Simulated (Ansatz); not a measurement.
Geometry relaxation of ZrPH4Cl3O (part 1 of 2)

ZrPH4Cl3O, computed with RKS BLYP-D4/def2-SVP (Ansatz 0.2.0).

It belongs to a series of runs on one base structure; here: end point A relaxed.

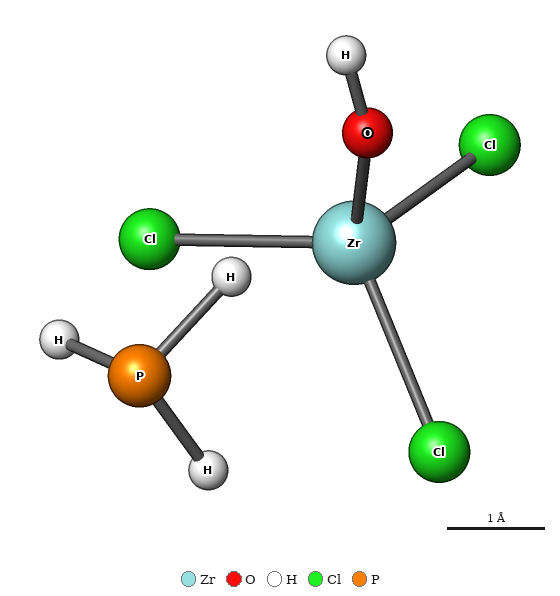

The structure as given in the input (ball-and-stick view, seen at a tilt). Sticks mark near contacts.

Summary

- outcome: converged
- total energy: −50240.2183 eV
- mean-field energy: −50239.5746 eV
- largest force (length of the vector) at the end: 0.036 eV/Å
- hardware: 4 threads of Intel Xeon @ 2.80GHz (Skylake/Cascade Lake), 24 GiB of memory available, shared host
- wall time: 24 s (CPU time 87 s)
- peak memory: 0.24 GiB

The input
```yaml
crystal:
  periodic: [false, false, false]
  atoms:
    - { symbol: Zr, position_ang: [-0.058872, 0.05371, -0.010172] }
    - { symbol: O, position_ang: [-0.16986, 0.135011, 1.994844] }
    - { symbol: H, position_ang: [-0.661411, 0.008835, 2.823755] }
    - { symbol: Cl, position_ang: [2.140315, 0.370253, -0.834351] }
    - { symbol: Cl, position_ang: [-1.269031, 1.923275, -0.777656] }
    - { symbol: Cl, position_ang: [-1.193113, -1.784138, -0.976316] }
    - { symbol: P, position_ang: [1.767165, -2.889982, 1.493824] }
    - { symbol: H, position_ang: [0.683137, -3.401661, 0.701542] }
    - { symbol: H, position_ang: [2.415643, -2.278918, 0.367196] }
    - { symbol: H, position_ang: [1.061827, -1.700284, 1.851834] }
basis:
  gaussian: { orbitals: def2-SVP }
hamiltonian:
  xc: blyp
  dispersion: d4
relax:
  f_tol: 0.03
  max_steps: 50
output:
  orbitals: {}
```

Launched with:
```bash
ansatz run input.yaml --threads 4 --pin off --max-ram 5120MiB --backend cpu --events-out ev --progress --plain --runs-dir out
```

Log
```
The last accepted step is kept in [file] (removed where the run ends without a failure and the disk answers)
Engine: ansatz 0.2.0, x86_64-unknown-linux-gnu
Functional definition: BLYP
  parameter beta = 0.0042
  parameter a = 0.04918
  parameter b = 0.132
  parameter c = 0.2533
  parameter d = 0.349
  exchange = b88_x(beta = beta)
  correlation = lyp_c(a = a, b = b, c = c, d = d)
1445 factors; their error is unknown
mean field evaluation 1: about -50231.3177 eV, gradient 6.5e1 eV
mean field evaluation 2: about -50073.4121 eV, gradient 2.3e2 eV
mean field evaluation 4: about -50237.3321 eV, gradient 2.7e1 eV
mean field evaluation 8: about -50239.3584 eV, gradient 2.9e-1 eV
mean field evaluation 16: about -50239.3062 eV, gradient 1.8e-3 eV
mean field -50239.30617626 eV, -1846.2604485526 hartree, gradient 3.7e-5 eV, S^2 0.000000; 0 other end points of the search recorded, 0 dependent functions left out
the calculation of the forces begins
reference -50239.30664940 eV, -1846.2604659403 hartree; 45, 45 occupied and 92, 92 virtual orbitals, 1445 factors
relax step   1: F+E_penalty+E_count = -50240.01628777 eV  Δ(F+E_penalty+E_count) = +0.000e0 eV  max|allowed force component| = 1.786e0 eV/Å  Δτ_max = 0.0000 Å  (32 SCF iters, accepted)
these checks for a lower state are left out or cut short: starts, cluster_reference, orbital_swaps, neighbouring_geometries, increment
1445 factors; their error is unknown
mean field -50239.49164078 eV, -1846.2672642482 hartree, gradient 2.0e-5 eV, S^2 0.000000; 0 other end points of the search recorded, 0 dependent functions left out
the calculation of the forces begins
reference -50239.49211709 eV, -1846.2672817522 hartree; 45, 45 occupied and 92, 92 virtual orbitals, 1445 factors
relax step   2: F+E_penalty+E_count = -50240.16055302 eV  Δ(F+E_penalty+E_count) = -1.443e-1 eV  max|allowed force component| = 1.773e-1 eV/Å  Δτ_max = 0.1953 Å  (31 SCF iters, accepted)
these checks for a lower state are left out or cut short: starts, cluster_reference, orbital_swaps, neighbouring_geometries, increment
1445 factors; their error is unknown
mean field evaluation 32: about -50239.5281 eV, gradient 3.1e-4 eV
mean field -50239.52805713 eV, -1846.2686025243 hartree, gradient 9.3e-6 eV, S^2 0.000000; 0 other end points of the search recorded, 0 dependent functions left out
the calculation of the forces begins
reference -50239.52853397 eV, -1846.2686200478 hartree; 45, 45 occupied and 92, 92 virtual orbitals, 1445 factors
relax step   3: F+E_penalty+E_count = -50240.18137103 eV  Δ(F+E_penalty+E_count) = -2.082e-2 eV  max|allowed force component| = 1.860e-1 eV/Å  Δτ_max = 0.0920 Å  (31 SCF iters, accepted)
these checks for a lower state are left out or cut short: starts, cluster_reference, orbital_swaps, neighbouring_geometries, increment
1445 factors; their error is unknown
mean field -50239.54583665 eV, -1846.2692559096 hartree, gradient 9.3e-6 eV, S^2 0.000000; 0 other end points of the search recorded, 0 dependent functions left out
the calculation of the forces begins
reference -50239.54631377 eV, -1846.2692734437 hartree; 45, 45 occupied and 92, 92 virtual orbitals, 1445 factors
relax step   4: F+E_penalty+E_count = -50240.18869572 eV  Δ(F+E_penalty+E_count) = -7.325e-3 eV  max|allowed force component| = 2.029e-1 eV/Å  Δτ_max = 0.0714 Å  (30 SCF iters, accepted)
these checks for a lower state are left out or cut short: starts, cluster_reference, orbital_swaps, neighbouring_geometries, increment
1445 factors; their error is unknown
mean field -50239.55314129 eV, -1846.2695243503 hartree, gradient 9.4e-6 eV, S^2 0.000000; 0 other end points of the search recorded, 0 dependent functions left out
the calculation of the forces begins
reference -50239.55361856 eV, -1846.2695418895 hartree; 45, 45 occupied and 92, 92 virtual orbitals, 1445 factors
relax step   5: F+E_penalty+E_count = -50240.19341760 eV  Δ(F+E_penalty+E_count) = -4.722e-3 eV  max|allowed force component| = 1.866e-1 eV/Å  Δτ_max = 0.0466 Å  (30 SCF iters, accepted)
these checks for a lower state are left out or cut short: starts, cluster_reference, orbital_swaps, neighbouring_geometries, increment
1445 factors; their error is unknown
mean field -50239.56199058 eV, -1846.2698495556 hartree, gradient 8.3e-6 eV, S^2 0.000000; 0 other end points of the search recorded, 0 dependent functions left out
the calculation of the forces begins
reference -50239.56246934 eV, -1846.2698671496 hartree; 45, 45 occupied and 92, 92 virtual orbitals, 1445 factors
relax step   6: F+E_penalty+E_count = -50240.20731796 eV  Δ(F+E_penalty+E_count) = -1.390e-2 eV  max|allowed force component| = 7.010e-1 eV/Å  Δτ_max = 0.1602 Å  (35 SCF iters, accepted)
these checks for a lower state are left out or cut short: starts, cluster_reference, orbital_swaps, neighbouring_geometries, increment
1445 factors; their error is unknown
mean field evaluation 64: about -50239.5708 eV, gradient 1.1e-5 eV
mean field -50239.57075542 eV, -1846.2701716576 hartree, gradient 1.1e-5 eV, S^2 0.000000; 0 other end points of the search recorded, 0 dependent functions left out
the calculation of the forces begins
reference -50239.57123438 eV, -1846.2701892592 hartree; 45, 45 occupied and 92, 92 virtual orbitals, 1445 factors
relax step   7: F+E_penalty+E_count = -50240.21415246 eV  Δ(F+E_penalty+E_count) = -6.834e-3 eV  max|allowed force component| = 1.531e-1 eV/Å  Δτ_max = 0.0612 Å  (30 SCF iters, accepted)
these checks for a lower state are left out or cut short: starts, cluster_reference, orbital_swaps, neighbouring_geometries, increment
1445 factors; their error is unknown
mean field -50239.50581223 eV, -1846.2677850394 hartree, gradient 9.7e-6 eV, S^2 0.000000; 0 other end points of the search recorded, 0 dependent functions left out
the calculation of the forces begins
reference -50239.50629010 eV, -1846.2678026006 hartree; 45, 45 occupied and 92, 92 virtual orbitals, 1445 factors
relax step   8: F+E_penalty+E_count = -50240.14258250 eV  Δ(F+E_penalty+E_count) = +7.157e-2 eV  max|allowed force component| = 1.607e0 eV/Å  Δτ_max = 0.1956 Å  (34 SCF iters, rejected (line search))
these checks for a lower state are left out or cut short: starts, cluster_reference, orbital_swaps, neighbouring_geometries, increment
1445 factors; their error is unknown
mean field -50239.56930393 eV, -1846.2701183162 hartree, gradient 9.0e-6 eV, S^2 0.000000; 0 other end points of the search recorded, 0 dependent functions left out
the calculation of the forces begins
reference -50239.56978254 eV, -1846.2701359050 hartree; 45, 45 occupied and 92, 92 virtual orbitals, 1445 factors
relax step   9: F+E_penalty+E_count = -50240.21559367 eV  Δ(F+E_penalty+E_count) = -1.441e-3 eV  max|allowed force component| = 1.030e-1 eV/Å  Δτ_max = 0.0393 Å  (30 SCF iters, accepted)
these checks for a lower state are left out or cut short: starts, cluster_reference, orbital_swaps, neighbouring_geometries, increment
1445 factors; their error is unknown
mean field -50239.57406050 eV, -1846.2702931169 hartree, gradient 1.1e-5 eV, S^2 0.000000; 0 other end points of the search recorded, 0 dependent functions left out
the calculation of the forces begins
reference -50239.57454020 eV, -1846.2703107458 hartree; 45, 45 occupied and 92, 92 virtual orbitals, 1445 factors
relax step  10: F+E_penalty+E_count = -50240.21672424 eV  Δ(F+E_penalty+E_count) = -1.131e-3 eV  max|allowed force component| = 8.567e-2 eV/Å  Δτ_max = 0.0885 Å  (30 SCF iters, accepted)
these checks for a lower state are left out or cut short: starts, cluster_reference, orbital_swaps, neighbouring_geometries, increment
1445 factors; their error is unknown
mean field -50239.57245833 eV, -1846.2702342383 hartree, gradient 8.5e-6 eV, S^2 0.000000; 0 other end points of the search recorded, 0 dependent functions left out
the calculation of the forces begins
reference -50239.57293787 eV, -1846.2702518613 hartree; 45, 45 occupied and 92, 92 virtual orbitals, 1445 factors
relax step  11: F+E_penalty+E_count = -50240.21633312 eV  Δ(F+E_penalty+E_count) = +3.911e-4 eV  max|allowed force component| = 3.413e-1 eV/Å  Δτ_max = 0.0230 Å  (30 SCF iters, rejected (line search))
these checks for a lower state are left out or cut short: starts, cluster_reference, orbital_swaps, neighbouring_geometries, increment
1445 factors; their error is unknown
mean field evaluation 96: about -50239.5741 eV, gradient 4.9e-2 eV
mean field -50239.57410895 eV, -1846.2702948975 hartree, gradient 8.5e-6 eV, S^2 0.000000; 0 other end points of the search recorded, 0 dependent functions left out
the calculation of the forces begins
reference -50239.57458839 eV, -1846.2703125166 hartree; 45, 45 occupied and 92, 92 virtual orbitals, 1445 factors
relax step  12: F+E_penalty+E_count = -50240.21778331 eV  Δ(F+E_penalty+E_count) = -1.059e-3 eV  max|allowed force component| = 2.942e-2 eV/Å  Δτ_max = 0.0112 Å  (30 SCF iters, accepted)
```

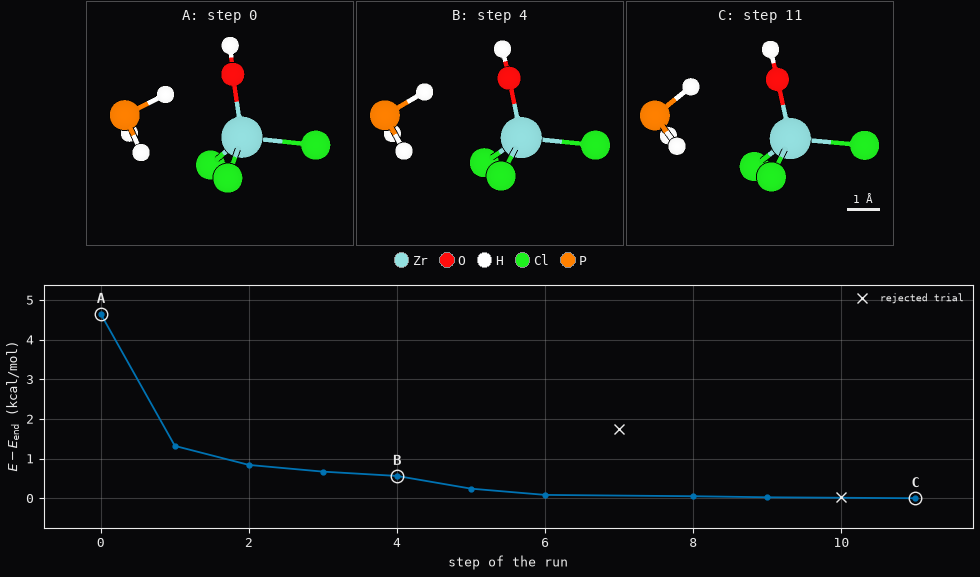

Frames of the relaxation (ball-and-stick view, seen on its broad side) above the curves, on which the letters mark them (the first geometry is step 0 here and step 1 in the log).

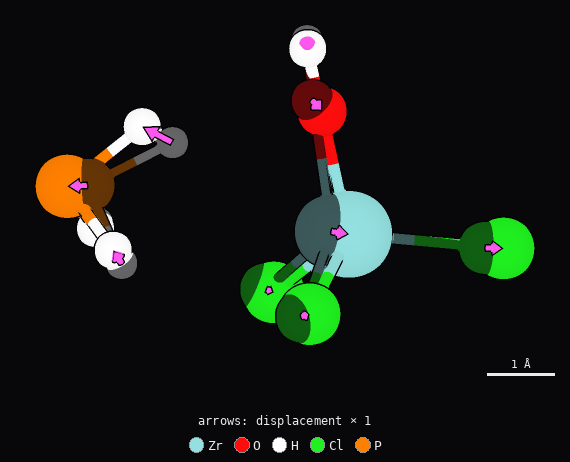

Start (faint) and end (solid) with the displacements as pink arrows, at true length (ball-and-stick view, seen on its broad side). The two geometries are laid on each other by the best rigid fit. The atom that moves furthest after the best rigid fit is H10 (0.52 Å). By element the largest moves are H 0.52 Å, P 0.31 Å, Cl 0.29 Å, Zr 0.28 Å, O 0.27 Å. Among the contacts that change: Zr1–O2 2.010 → 1.907 Å, P7–H10 1.429 → 1.441 Å, Zr1–Cl5 2.356 → 2.364 Å. Among the angles that change: Zr1–O2–H3 150.9° → 177.9°, Cl5–Zr1–Cl6 103.7° → 108.6°, O2–Zr1–Cl6 114.4° → 110.3°. The energy falls by 4.65 kcal/mol in 11 geometry steps. The largest force component goes from 1.8 to 0.029 eV/Å. The line search rejected the trial steps at points 7, 10 (counted from 0) and went back. (Atoms are counted from 1 in the order of the input.)

```
1445 factors; their error is unknown
mean field -50239.57410895 eV, -1846.2702948975 hartree, gradient 8.5e-6 eV, S^2 0.000000; 1 other end points of the search recorded, 0 dependent functions left out
the calculation of the forces begins
reference -50239.57458839 eV, -1846.2703125166 hartree; 45, 45 occupied and 92, 92 virtual orbitals, 1445 factors
Total energy: -50240.21826275 eV, -1846.2939671130 hartree
Atom 0 at    -0.240289     0.241124    -0.116373 Å, force     0.003720    -0.006813     0.020674 eV/Å
Atom 1 at    -0.323079     0.178369     1.787342 Å, force    -0.009110    -0.002277    -0.017499 eV/Å
Atom 2 at    -0.389649     0.121261     2.753060 Å, force     0.008088     0.004433    -0.002492 eV/Å
Atom 3 at     2.008937     0.437885    -0.837845 Å, force    -0.001488    -0.001750     0.003496 eV/Å
Atom 4 at    -1.440590     2.143290    -0.843241 Å, force    -0.001369     0.003817    -0.004217 eV/Å
Atom 5 at    -1.249554    -1.691316    -1.045689 Å, force    -0.001658     0.001686     0.001376 eV/Å
Atom 6 at     1.863747    -3.185333     1.532115 Å, force    -0.013156     0.015629    -0.029419 eV/Å
Atom 7 at     0.760591    -3.411479     0.633444 Å, force     0.012946     0.001454     0.015141 eV/Å
Atom 8 at     2.531723    -2.315744     0.597911 Å, force    -0.003874    -0.004889     0.017244 eV/Å
Atom 9 at     1.193964    -2.081957     2.173776 Å, force     0.005901    -0.011291    -0.004305 eV/Å
Dipole moment:    -0.076322     0.035529     0.539114 e Å
```
